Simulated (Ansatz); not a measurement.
# H5NSSi2 (SMILES N[SiH]1[SiH2]S1): what the fields show

| atom | x (Å) | y (Å) | z (Å) |
| --- | --- | --- | --- |
| N | -0.2304 | 1.6741 | -0.7239 |
| Si | 0.2523 | 0.0416 | -0.6607 |
| Si | 0.2984 | -1.1952 | 1.2076 |
| S | -1.1679 | -1.5528 | -0.3368 |
| H | -0.8209 | 2.0710 | -0.0114 |
| H | -0.3681 | 2.1225 | -1.6156 |
| H | 1.1416 | -0.1978 | -1.8179 |
| H | 1.2487 | -2.3082 | 1.4523 |
| H | -0.2653 | -0.7016 | 2.4894 |

Geometry: PBE0-D4/def2-TZVP.

Computed with RKS PBE0-D4/def2-TZVPP in Ansatz.

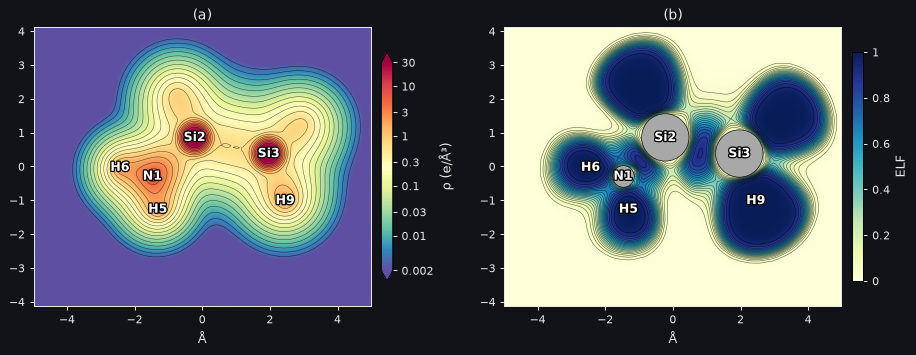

Figure 1. (a) total electron density; (b) ELF on the plane of atoms Si2, Si3 and H9. Grey discs cover the atomic cores in the ELF map.

Q: What does the map show?

A: The section cuts through N, Si and H sites.
Si–N (1.70 Å): ρ at the midpoint is about 1.2 e/Å³; the ELF peaks at about 0.90 between the atoms: a shared but strongly polarised pair.
Si–Si (2.24 Å): the density is about 0.63 e/Å³ at the midpoint; the ELF peaks at about 0.90 between the atoms, as expected for a shared electron pair.
N–H (1.01 Å): ρ is about 2.9 e/Å³ halfway; the ELF climbs to about 1 towards the hydrogen, as it does in any bond to H (a covalent bond by its length).
Si–H (1.48 Å): ρ at the midpoint is about 0.82 e/Å³; the ELF climbs to about 1 towards the hydrogen.

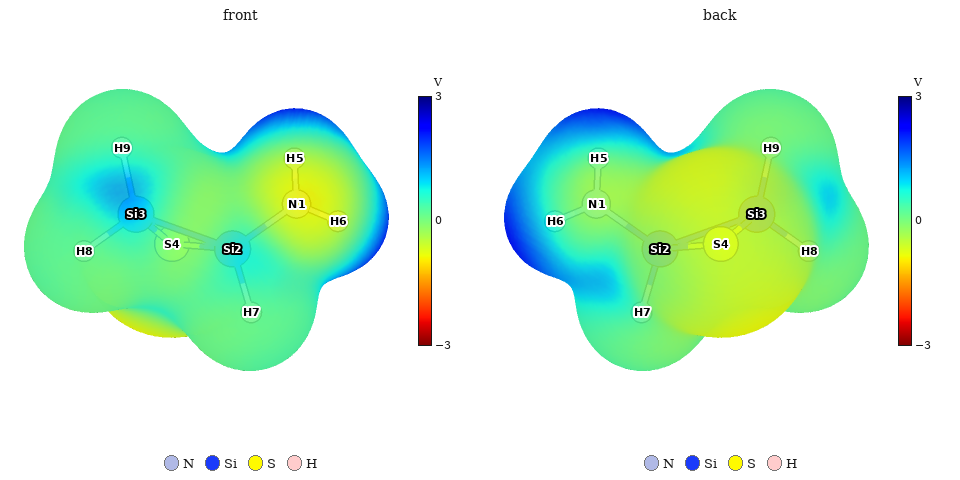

Figure 2. The electrostatic potential painted on the density surface at 0.002 e/bohr³, seen from the front and from behind; red is negative and blue positive.

Q: Which sites attract a positive test charge, and which a negative one?

A: A positive charge is drawn to the negative regions and a negative charge to the positive ones. The most negative region (about −0.9 V) lies over N1 and S4, the most positive (about +2.1 V) over H5 and H6.

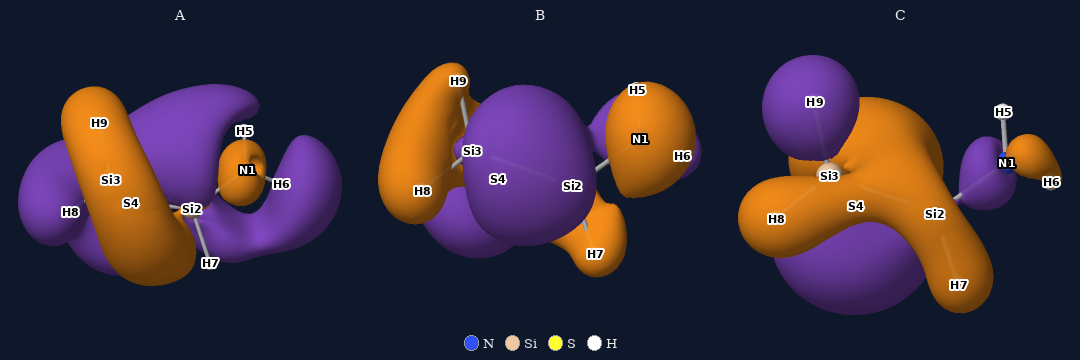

Figure 3. Three frontier orbitals at ±0.06 Å⁻³ᐟ² (orange and purple are the two phases), in no order.

Q: Order the three orbitals by energy and name them.

A: C is the HOMO−1 (−7.32 eV). Its weight (Hirshfeld) is mainly on S4 (about 70 %) and Si3 (about 10 %); largely a lone pair of S4. B is the HOMO (−6.77 eV). By Hirshfeld shares it lies mainly on S4 (about 30 %), Si3 (about 25 %), Si2 (about 20 %) and N1 (about 15 %). A is the LUMO (−0.20 eV). Its weight (Hirshfeld) is mainly on Si3 (about 30 %), Si2 (about 25 %), S4 (about 15 %), N1 (about 10 %) and H6 (about 5 %).

Q: What is the HOMO–LUMO gap?

A: 6.57 eV between the orbital energies.
